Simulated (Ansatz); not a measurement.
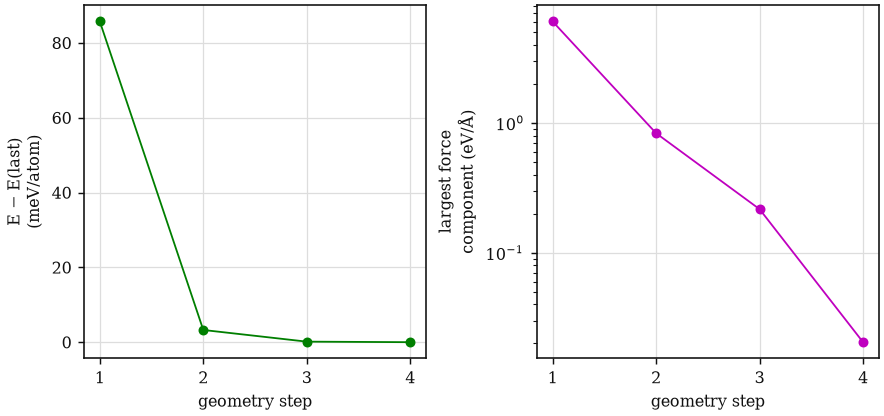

History of a geometry optimisation. Only the atoms move.

The run: Si14C13 (defect cell, 54 atoms in the cell), by Ansatz, DFT, PBE, plane-wave PAW, default files, scalar-relativistic; cutoff 420 eV, 3×3×3 k-mesh, Fermi–Dirac smearing of 0.01 eV.

How did the optimisation end?

Answer. The optimisation met its thresholds at geometry 4, counting the start as the first. The energy fell by about 86 meV/atom from the first step to the last. The largest force component goes from about 6.1 eV/Å at the start to 0.02 eV/Å at the end.
